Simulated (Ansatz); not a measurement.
CH$_{3}$BrMg: several calculations on one system

### Relaxation

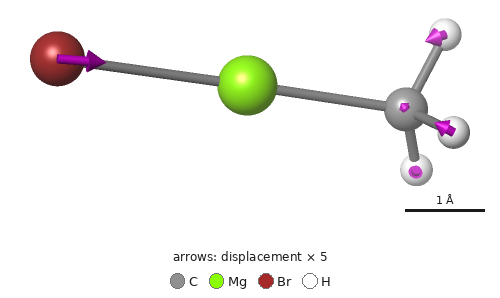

This is a relaxation of CH3BrMg (coarse preliminary run). The starting structure is drawn; purple arrows show the displacements, magnified 5 times. The two geometries are superimposed by the best rigid fit.

A ball-and-stick model, seen at a tilt.

These are results of Ansatz 0.2.0, RKS PBE-D4/def2-SVP, not measurements.

Input file:
```yaml
crystal:
  periodic: [false, false, false]
  atoms:
    - {symbol: C, position_ang: [-0.609300, 0.489400, -0.447300]}
    - {symbol: Mg, position_ang: [0.804700, -0.687500, 0.567700]}
    - {symbol: Br, position_ang: [2.494500, -2.112100, 1.759600]}
    - {symbol: H, position_ang: [-1.478600, -0.068800, -0.693000]}
    - {symbol: H, position_ang: [-0.219100, 0.913200, -1.420700]}
    - {symbol: H, position_ang: [-0.950200, 1.401800, 0.187600]}
basis:
  gaussian: {orbitals: def2-SVP}
hamiltonian: {xc: pbe, dispersion: d4}
relax: {f_tol: 0.03, max_steps: 250}
```

**Which element moves most?**

Bromine: up to 0.13 Å, against 0.06 Å for hydrogen.

**What happened in the run?**

The optimiser took 4 steps. The atom that moves furthest after the best rigid fit is Br3 (0.13 Å). By element the largest moves are Br 0.13 Å, H 0.06 Å, C 0.02 Å, Mg 0.01 Å. Some distances before and after: Mg2–Br3 2.511 → 2.377 Å, C1–H6 1.163 → 1.110 Å, C1–H4 1.062 → 1.110 Å, C1–H5 1.131 → 1.110 Å.

### Relaxation

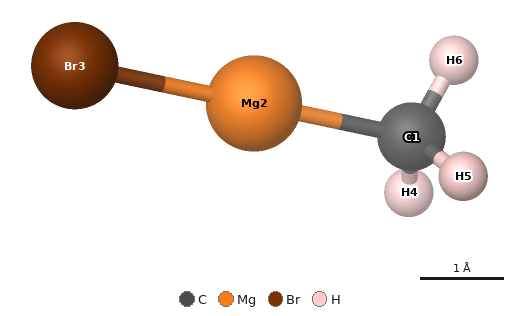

CH₃BrMg, before the relaxation. The picture is a ball-and-stick view, seen at a tilt.

Theory: RKS PBE0-D4/def2-TZVP in Ansatz 0.2.0.

The input:
```yaml
crystal:
  periodic: [false, false, false]
  atoms:
    - {symbol: C, position_ang: [-0.592224, 0.492874, -0.433340]}
    - {symbol: Mg, position_ang: [0.813819, -0.689021, 0.565523]}
    - {symbol: Br, position_ang: [2.412425, -2.032222, 1.701048]}
    - {symbol: H, position_ang: [-1.503813, -0.088969, -0.685308]}
    - {symbol: H, position_ang: [-0.179999, 0.896241, -1.382245]}
    - {symbol: H, position_ang: [-0.908209, 1.357098, 0.188222]}
basis:
  gaussian: {orbitals: def2-TZVP}
hamiltonian: {xc: pbe0, dispersion: d4}
relax: {f_tol: 0.005, max_steps: 200}
```

**Predict the outcome.**

Over 2 geometry steps the energy falls by 0.49 kcal/mol. The largest force component goes from 0.46 to 0.0046 eV/Å. The atom that moves furthest after the best rigid fit is Br3 (0.044 Å). By element the largest moves are Br 0.044 Å, H 0.022 Å, Mg 0.013 Å, C 0.011 Å. Among the contacts that change: Mg2–Br3 2.377 → 2.345 Å, C1–Mg2 2.091 → 2.067 Å, C1–H4 1.110 → 1.094 Å. The run took of the order of 10 core-seconds on a shared host.

The structure at the end:

```xyz
6

C    -0.5851    0.4870   -0.4283
Mg    0.8051   -0.6816    0.5593
Br    2.3825   -2.0072    1.6798
H    -1.4833   -0.0854   -0.6768
H    -0.1801    0.8848   -1.3631
H    -0.8971    1.3385    0.1830
```

### A change

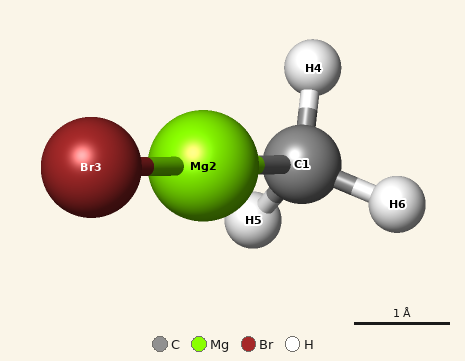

The starting point is CH3BrMg. Style: ball-and-stick. Shown from a free direction.

Method: RHF-CCSD(T), frozen core/def2-TZVPP in Ansatz 0.2.0. 

Change: All atoms are moved at random (σ = 0.12 Å) from the PBE0-D4/def2-TZVP minimum.

**Predict the response.**

The energy rises by 46.3 kJ/mol. The largest force is 3.4 eV/Å, on C1. The forces point partly back along the displacements (cosine −0.70). At other levels of theory the same distortion costs 40.6 kJ/mol (RKS PBE-D4/def2-TZVPP), 46.1 kJ/mol (RKS r2SCAN-D4/def2-TZVPP), 46.8 kJ/mol (RKS PBE0-D4/def2-TZVPP), 47.9 kJ/mol (RKS wB97M-V/def2-TZVPP). Some distances before and after: Mg2–Br3 2.345 → 2.499 Å, C1–H6 1.094 → 1.190 Å, C1–Mg2 2.067 → 1.978 Å, C1–H4 1.094 → 1.152 Å. Bond angles that change, for instance: H5–C1–H6 107.5° → 94.8°, Mg2–C1–H4 111.4° → 119.9°.

Drawn alike, the variant:

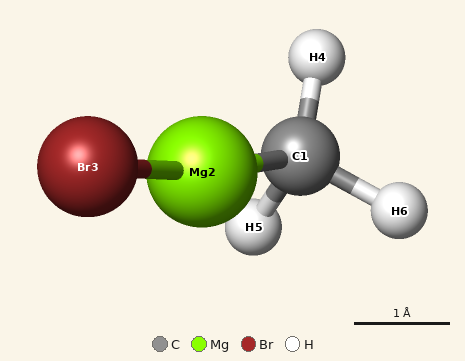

### Distortion

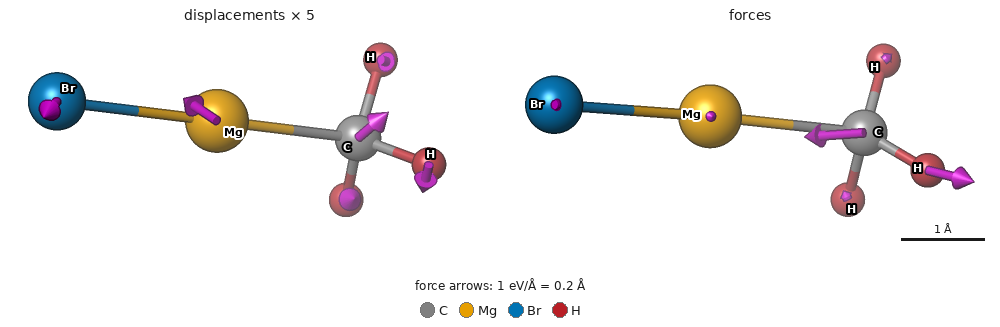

Left: CH3BrMg, with purple arrows for the displacements applied to it. Right: the displaced structure with the computed forces. The picture is a ball-and-stick view, seen at a tilt.

Level of theory: RHF-CCSD(T), frozen core/def2-TZVPP in Ansatz 0.2.0. 

### How do the forces relate to the distortion?

All atoms are moved at random (σ = 0.09 Å) from the PBE0-D4/def2-TZVP minimum. It costs 31.6 kJ/mol. The largest force is 4.3 eV/Å, on the C atom. The forces point partly back along the displacements (cosine −0.43). At other levels of theory the same distortion costs 31.5 kJ/mol (RKS PBE-D4/def2-TZVPP), 31.4 kJ/mol (RKS r2SCAN-D4/def2-TZVPP), 32.2 kJ/mol (RKS PBE0-D4/def2-TZVPP), 31.7 kJ/mol (RKS wB97M-V/def2-TZVPP). Among the bonded contacts that change: C–H 1.094 → 1.009 to 1.124 Å, Br–Mg 2.345 → 2.414 Å, C–Mg 2.067 → 2.117 Å. Bond angles that change, for instance: C–Mg–Br 180.0° → 169.3°, H–C–H 107.5° → 97.5°.
